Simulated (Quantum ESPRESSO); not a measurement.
# Work function of Mo(110) against the slab's thickness (PBEsol, Quantum ESPRESSO)

How thick must a slab of Mo(110) be for a steady work function?

All values are computed: Quantum ESPRESSO 7.5, PBEsol, plane waves, scalar-relativistic unless marked; slabs or sheets with vacuum, the vacuum level from the planar mean of the electrostatic potential. 1×1 cells on a fixed bulk lattice, outer layers relaxed.

```
layers  thickness (Å)  work function (eV)
     4            6.4                4.70
     5              ?                   ?
     6           10.8                4.67
     7             13                4.66
```

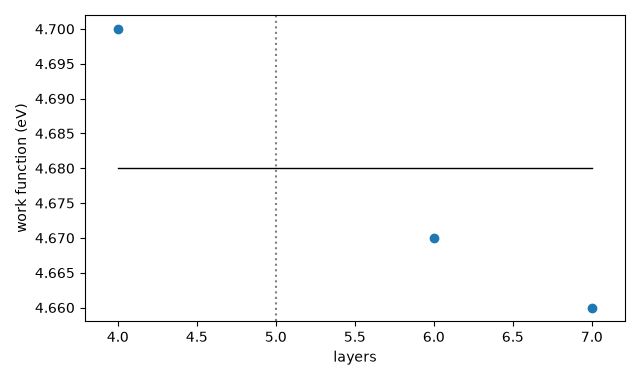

The shown rows (points), the fit (line) and the place of the withheld row (dotted).

**Fit.** The shown values lie within 0.02 eV of their mean, 4.68 eV, drifting one way as the slab thickens. The mean serves as the estimate. Confinement across the slab splits the bands into subbands, and the work function moves a little each time one crosses the Fermi level.

**The withheld row.** The prediction is the mean = 4.68 eV. The run gave thickness 8.6 Å, work function 4.62 eV. The miss in work function is -0.06 eV, more than the scatter of the fitted rows, so the form of the fit is only rough there.

The k-mesh adds scatter of its own.

[Logs are printed without paths, hosts, clocks, repeated set-up lines and the standing remarks that a program may print on its own settings, such as how far it seeks lower states.]
